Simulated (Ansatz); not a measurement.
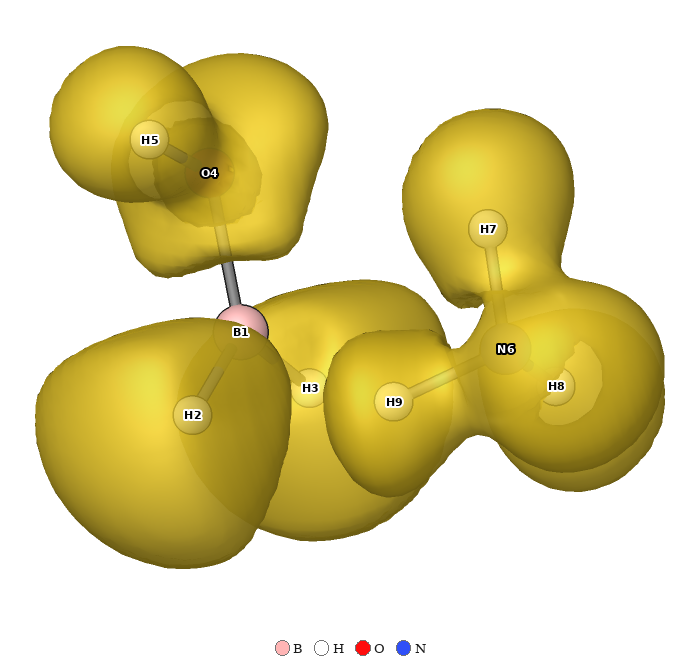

Figure. BH$_{3}$O···NH$_{3}$. Isosurface of the electron localisation function at 0.75 (yellow), seen at an oblique angle. Core shells and regions of very low density are left out.

Not at a stationary point (largest force 1.0 eV/Å).

These are results of RKS B3LYP-D4/6-31G* (Ansatz), not measurements.

Input file:

```
crystal:
  periodic: [false, false, false]
  atoms:
    - { symbol: B, position_ang: [0.0, 0.0, 0.0] }
    - { symbol: H, position_ang: [0.0, 0.0, 1.54] }
    - { symbol: H, position_ang: [1.0305, 0.0, -0.595] }
    - { symbol: O, position_ang: [-1.2211, 0.0, -0.705] }
    - { symbol: H, position_ang: [-1.7308, -0.8467, -0.4965] }
    - { symbol: "N", position_ang: [-0.2314, 1.7403, 0.5833] }
    - { symbol: H, position_ang: [-1.1621, 2.2275, 0.4417] }
    - { symbol: H, position_ang: [0.5667, 2.2503, 1.0593] }
    - { symbol: H, position_ang: [-0.1183, 0.89, 1.5631] }
basis:
  gaussian: { orbitals: "6-31G*" }
hamiltonian:
  xc: b3lyp
  dispersion: d4
relax:
  f_tol: 0.15
  max_steps: 25
  restrain:
    - { distance: [0, 5], at: 2.75, k: 30.0 }
    - { distance: [8, 1], at: 1.86, k: 30.0 }
    - { distance: [0, 1], at: 1.19, k: 30.0 }
    - { distance: [8, 5], at: 1.06, k: 30.0 }
output:
  orbitals: {}
```

Launched as:

```sh
ansatz run input.yaml --threads 1 --pin off --max-ram 2048MiB --backend cpu --events-out ev --progress --plain --runs-dir out
```

The fields are those of the run's last geometry, not of the input's.

**Where are the electrons localised?**

The surface consists of two regions around hydrogen nuclei, one joined region spread over several atoms (H, N), in which their bonds and any lone pairs are merged and one joined region spread over several atoms (H, O), in which their bonds and any lone pairs are merged. Along the contacts the grid gives the following. B1···H9 (2.20 Å): the ELF dips to about 0.10 between them. B–O (1.36 Å): the ELF peaks at about 0.90 between the atoms, as expected for a polar covalent bond.
